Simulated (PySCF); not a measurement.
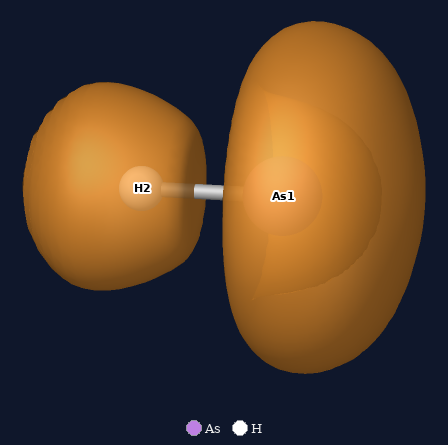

Figure 1: AsH (triplet). Isosurface of the electron localisation function at 0.75 (orange), seen from one side. Core shells and regions of very low density are left out.

All numbers below come from PySCF 2.14.0, PBE0/cc-pVTZ(-PP), non-relativistic Hamiltonian with scalar-relativistic core potentials where named, at a bond length of 1.533 Å.

### Identify the bonds, lone pairs and shells in this picture.

The ELF exceeds this value in one region around a hydrogen nucleus and one ring or bowl of non-bonding electrons around As. Along the contacts the grid gives the following. As–H (1.53 Å): the ELF climbs to about 1 towards the hydrogen, as it does in any bond to H.
